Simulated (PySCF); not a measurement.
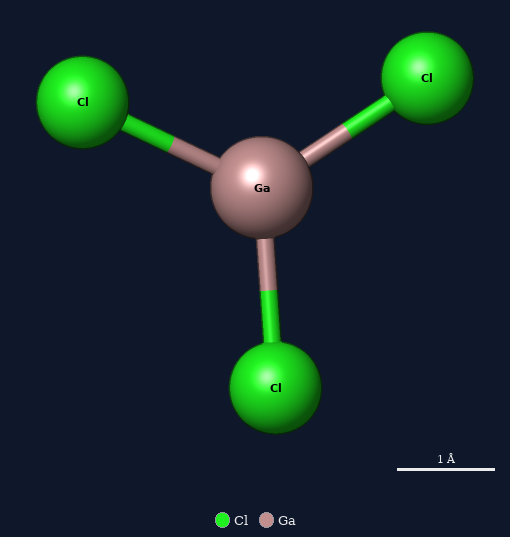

The starting structure (ball-and-stick view, seen at a tilt). Sticks mark near contacts. Bond lengths as drawn: Cl–Ga 2.07 to 2.09 Å.

# GaCl3: geometry relaxation

System: GaCl3 (trichlorogallium).
Method: PBE0-D3(BJ)/def2-SVP geometry optimisation, gas phase (PySCF 2.14.0).

## What the program printed
```
step   0  E = -3304.24098501  max force = 0.018955
step   1  E = -3304.24229978  max force = 0.009147
step   2  E = -3304.24270819  max force = 0.003341
step   3  E = -3304.24274821  max force = 0.000389
step   4  E = -3304.24274668  max force = 0.000434
step   5  E = -3304.24275104  max force = 0.000492
step   6  E = -3304.24275563  max force = 0.000186
optimisation converged
```

## Trajectory as extended XYZ (Å, eV, eV/Å), 7 frames, from step=0 to step=6
```
4
Properties=species:S:1:pos:R:3:forces:R:3 step=0 energy=-89912.97695
Cl   -1.3078   -1.6357   -0.0285   -0.4748  -0.4345  -0.0042
Ga   -0.0040   -0.0039   -0.0077   -0.1927  -0.0682  -0.0022
Cl    2.0419   -0.3473   -0.0014    0.9747  -0.1595   0.0052
Cl   -0.6921    1.9615    0.0046   -0.3072   0.6622   0.0012
4
Properties=species:S:1:pos:R:3:forces:R:3 step=1 energy=-89913.01272
Cl   -1.7131   -1.6370   -0.0820    0.1996   0.2416   0.0038
Ga   -0.3096   -0.0269   -0.0738    0.1427   0.0390  -0.0021
Cl    1.8065   -0.3973   -0.0696   -0.4704   0.0612  -0.0004
Cl   -1.0330    1.9864   -0.0714    0.1281  -0.3418  -0.0013
4
Properties=species:S:1:pos:R:3:forces:R:3 step=2 energy=-89913.02384
Cl   -1.7087   -1.6215   -0.0807    0.0498   0.0762   0.0003
Ga   -0.3086   -0.0247   -0.0753    0.0800   0.0182   0.0044
Cl    1.7874   -0.4067   -0.0693   -0.1718   0.0146  -0.0015
Cl   -1.0193    1.9781   -0.0716    0.0419  -0.1089  -0.0032
4
Properties=species:S:1:pos:R:3:forces:R:3 step=3 energy=-89913.02493
Cl   -1.7135   -1.6069   -0.0811   -0.0200  -0.0036   0.0062
Ga   -0.3070   -0.0234   -0.0714    0.0160   0.0034  -0.0124
Cl    1.7756   -0.4209   -0.0704    0.0078  -0.0165   0.0027
Cl   -1.0043    1.9765   -0.0740   -0.0038   0.0166   0.0036
4
Properties=species:S:1:pos:R:3:forces:R:3 step=4 energy=-89913.02488
Cl   -1.7202   -1.5995   -0.0774   -0.0196  -0.0051  -0.0073
Ga   -0.3062   -0.0228   -0.0795    0.0025   0.0015   0.0215
Cl    1.7731   -0.4320   -0.0684    0.0223  -0.0183  -0.0052
Cl   -0.9959    1.9795   -0.0716   -0.0052   0.0219  -0.0090
4
Properties=species:S:1:pos:R:3:forces:R:3 step=5 energy=-89913.02500
Cl   -1.7349   -1.5841   -0.0765   -0.0088   0.0006  -0.0054
Ga   -0.3048   -0.0214   -0.0781   -0.0154   0.0005   0.0156
Cl    1.7690   -0.4561   -0.0690    0.0253  -0.0169  -0.0040
Cl   -0.9786    1.9868   -0.0733   -0.0012   0.0157  -0.0062
4
Properties=species:S:1:pos:R:3:forces:R:3 step=6 energy=-89913.02513
Cl   -1.7397   -1.5788   -0.0771   -0.0041   0.0058  -0.0005
Ga   -0.3046   -0.0203   -0.0751   -0.0061   0.0018   0.0032
Cl    1.7680   -0.4662   -0.0699    0.0051  -0.0096  -0.0012
Cl   -0.9729    1.9905   -0.0746    0.0051   0.0020  -0.0016
```

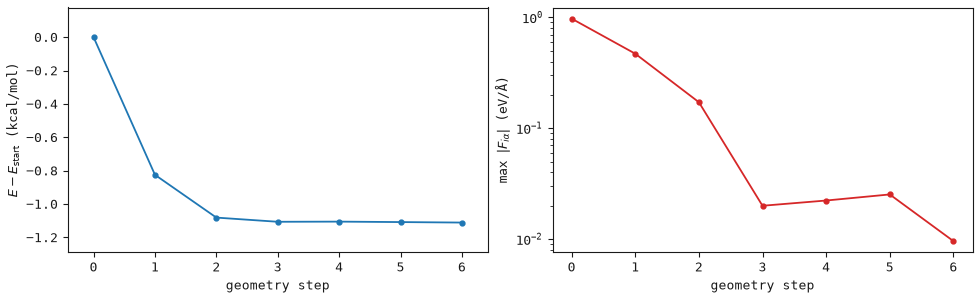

Progress of the relaxation, step by step (steps are counted from 0).

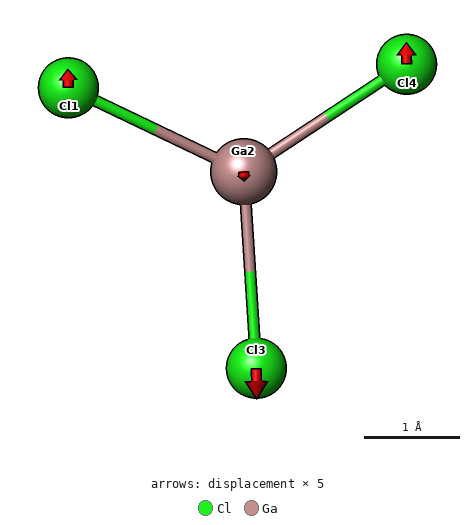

The starting structure with the displacements as red arrows, magnified 5 times (ball-and-stick view, seen at a tilt). The two geometries are laid on each other by the best rigid fit. The atom that moves furthest after the best rigid fit is Cl3 (0.067 Å). By element the largest moves are Cl 0.067 Å, Ga 0.022 Å. Among the contacts that change: Ga2–Cl3 2.074 → 2.120 Å, Ga2–Cl4 2.082 → 2.119 Å, Cl1–Ga2 2.089 → 2.119 Å. Among the angles that change: Cl1–Ga2–Cl4 122.1° → 119.0°. After 6 geometry steps the energy has fallen by 1.11 kcal/mol. The largest force component goes from 0.97 to 0.0096 eV/Å. (Atoms are counted from 1 in the order of the input.)

The run was set up as follows.

## Input file
```
{"job": {"xc": "PBE0", "basis": "def2-SVP", "d3": "d3bj", "grid": 1, "shake": 0.01, "kind": "geom"}, "charge": 0, "multiplicity": 1}
Cl    -1.307780    -1.635650    -0.028500
Ga    -0.004010    -0.003920    -0.007670
Cl     2.041850    -0.347270    -0.001400
Cl    -0.692060     1.961460     0.004560
```

The first line tells a small driver script what to run in PySCF; the rest is the geometry in Å.

Command:
```bash
OMP_NUM_THREADS=1 python <driver script> task.json out
```

## Key numbers

```json
{"quantity": "outcome", "value": "converged"}
{"quantity": "total energy", "value": "−3304.242756 hartree"}
{"quantity": "dipole moment", "value": "0.05 D"}
{"quantity": "point group", "value": "D3h"}
{"quantity": "hardware", "value": "1 CPU thread, shared host"}
{"quantity": "wall time", "value": "16 s"}
{"quantity": "peak memory", "value": "0.36 GiB"}
```
